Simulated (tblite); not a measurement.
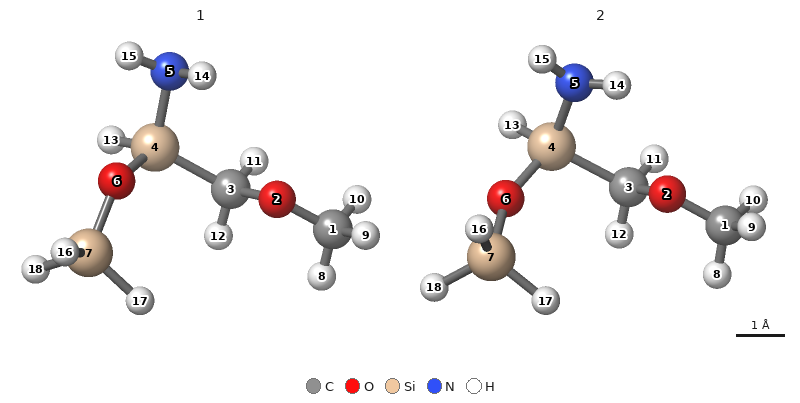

Two geometries of C2H11NO2Si2, drawn at one scale. One is the start of a relaxation, the other its converged end. The picture is a ball-and-stick view, seen at a tilt.

These are results of GFN2-xTB geometry optimisation, gas phase in tblite 0.8.0, not measurements. 

Which one is relaxed?

Answer. Structure 2 is the relaxed one. The energy falls by 36.3 kJ/mol in 127 geometry steps. The largest move after the best rigid fit is that of O6, 0.79 Å. By element the largest moves are O 0.79 Å, H 0.58 Å, N 0.36 Å, C 0.22 Å, Si 0.16 Å. Near-neighbour distances that change, for instance: O6–Si7 1.661 → 1.620 Å, O2–C3 1.451 → 1.416 Å, C3–Si4 1.876 → 1.904 Å, Si7–H16 1.488 → 1.464 Å. Bond angles that change, for instance: Si4–O6–Si7 137.7° → 154.1°, Si4–N5–H15 107.2° → 120.2°, N5–Si4–O6 103.2° → 115.5°. Groups turn about Si4–O6 by about 95°, O6–Si7 by about 85°. The run took 0.74 s on 1 thread of Arm Neoverse V2 (shared host).
